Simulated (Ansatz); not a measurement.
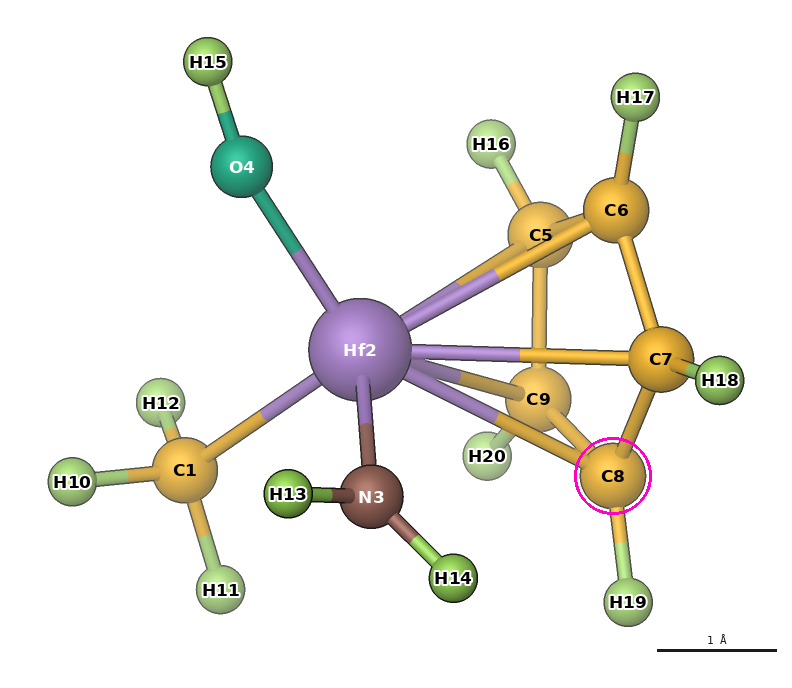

Orthographic view. Atoms fade into the background with distance from the viewer. Charge 0, singlet. The geometry was computed by an optimisation with PBE0-D4/def2-TZVP. No frequency run is at hand to confirm it as a minimum.

> Which atoms are bonded to the circled atom?

The circled atom is C8; it is bonded to Hf2, C7, C9, H19.

> What is the shortest path along bonds from the circled atom to H11?

C8–Hf2–C1–H11, 3 bonds; through space the two are 3.53 Å apart.

> Which atom is nearest the viewer?

H13, 2.8 Å in front of the mean position.

> Of C1 and Hf2, which is nearer the viewer?

Hf2; the bond to C1 points away from the viewer, so it looks shorter than its 2.25 Å.
